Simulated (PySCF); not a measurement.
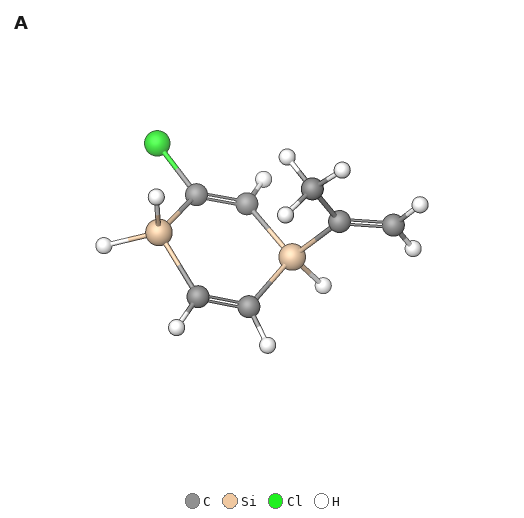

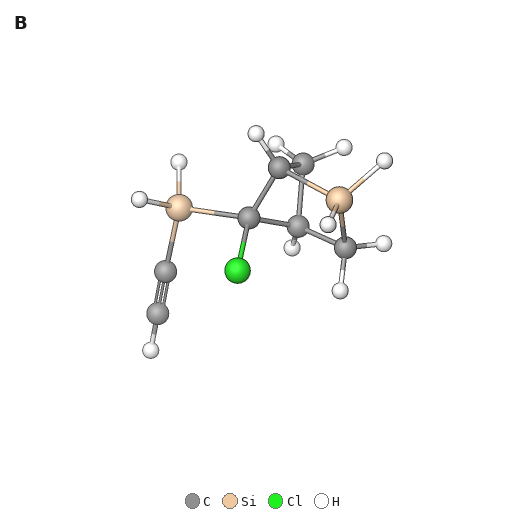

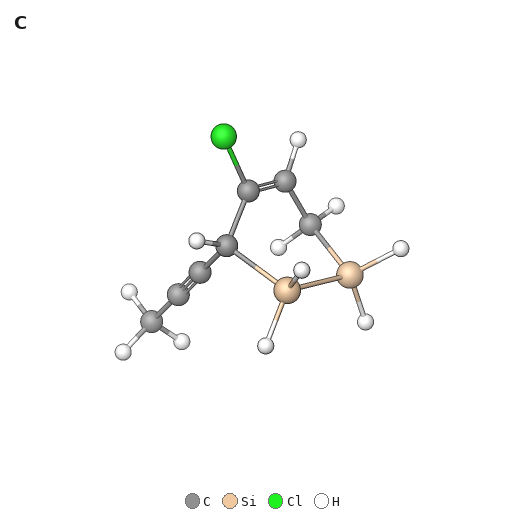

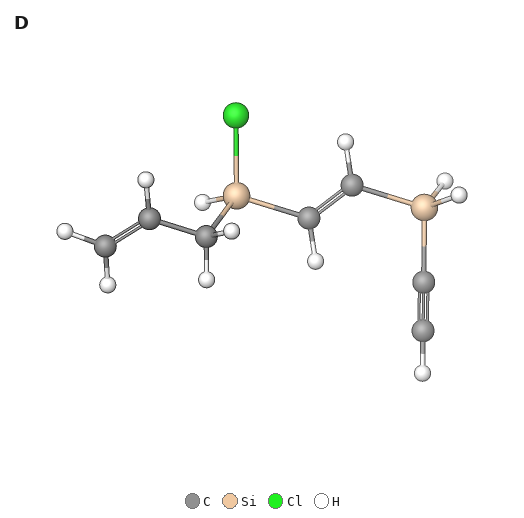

4 stationary structures of one formula. Geometries: GFN2-xTB. Electronic energies: PBE0/pcSseg-1 (PySCF 2.14.0), without zero-point energy. No frequency run is at hand to confirm each as a minimum. Each is one conformer, not always the lowest.

How are they related?

They are constitutional isomers of C7H11ClSi2: A `C=C(C)[Si@H]1C=C[SiH2]C(Cl)=C1`, B `C#C[SiH2][C@@]1(Cl)[C@@H]2C[SiH2][C@H]1C2`, C `CC#C[C@H]1[SiH2][SiH2]CC=C1Cl`, D `C#C[SiH2]/C=C/[Si@H](Cl)CC=C`.

Which structure is the most stable?

A is lowest; D lies 0.183 eV above it, C lies 0.874 eV above it, B lies 1.328 eV above it.

The geometry is semi-empirical. Around Si such bond lengths and angles can be off by a tenth of an ångström or more and by several degrees, and values that hang on the shape move with them.
